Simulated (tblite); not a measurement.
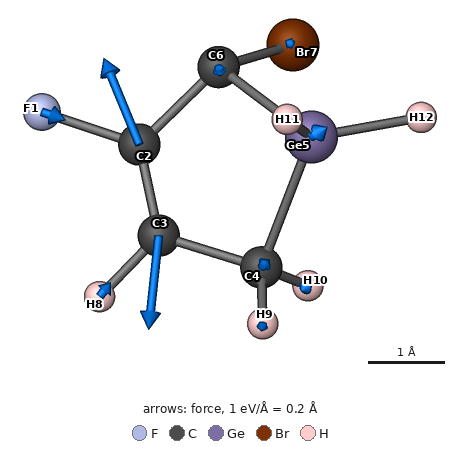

Starting geometry of C$_{4}$H$_{5}$BrFGe (multiplicity 2) with the computed forces as blue arrows. A ball-and-stick model, seen at a tilt.

Method: GFN2-xTB geometry optimisation, gas phase in tblite. 

Q: What follows when this structure is relaxed?

A: It isn't relaxed: the largest force vector, on C2, is 6.49 eV/Å. The final displacements have little in common with the starting forces (cosine between the two patterns 0.10). Br7 moves most after the best rigid fit: 1.96 Å. By element the largest moves are Br 1.96 Å, H 0.94 Å, F 0.79 Å, C 0.37 Å, Ge 0.31 Å. Some distances before and after: C2–C3 1.256 → 1.367 Å, C2–C6 1.474 → 1.392 Å, F1–C2 1.420 → 1.346 Å, C6–Br7 1.938 → 1.870 Å. Bond angles that change, for instance: Ge5–C6–Br7 105.5° → 128.9°, C2–C6–Ge5 99.4° → 108.8°, H9–C4–H10 114.8° → 106.1°. Over 72 geometry steps the energy falls by 125.7 kJ/mol.
